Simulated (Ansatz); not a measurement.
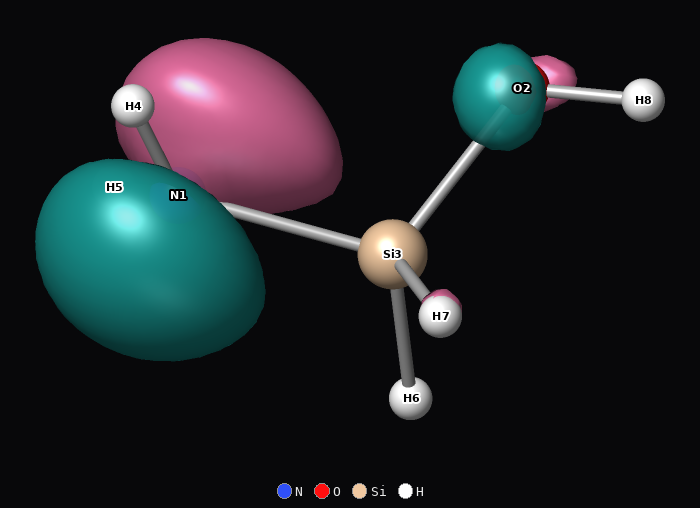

*H$_{5}$NOSi. The HOMO at ±0.2 Å⁻³ᐟ² (teal and pink are the two phases), seen at a tilt.*

Geometry: PBE0-D3(BJ)/def2-SVP.

Computed with Ansatz 0.2.0, isolated molecule in a Gaussian basis; Kohn-Sham density functional theory, functional PBE0.

```yaml
atoms:
  - { symbol: N, position_ang: [-1.8863, -0.8393, -2.4272] }
  - { symbol: O, position_ang: [0.1527, -1.8762, -0.8051] }
  - { symbol: Si, position_ang: [-1.4888, -1.5937, -0.9400] }
  - { symbol: H, position_ang: [-1.5442, 0.0916, -2.6375] }
  - { symbol: H, position_ang: [-1.9477, -1.3999, -3.2693] }
  - { symbol: H, position_ang: [-2.2498, -2.8784, -0.9033] }
  - { symbol: H, position_ang: [-1.9122, -0.7061, 0.1874] }
  - { symbol: H, position_ang: [0.4899, -2.0596, 0.0765] }
```

### Where does this orbital lie, and at what energy?

Its weight (Hirshfeld) is mainly on N1 (about 70 %) and Si3 (about 15 %); largely a lone pair of N1. Its energy is −7.83 eV.
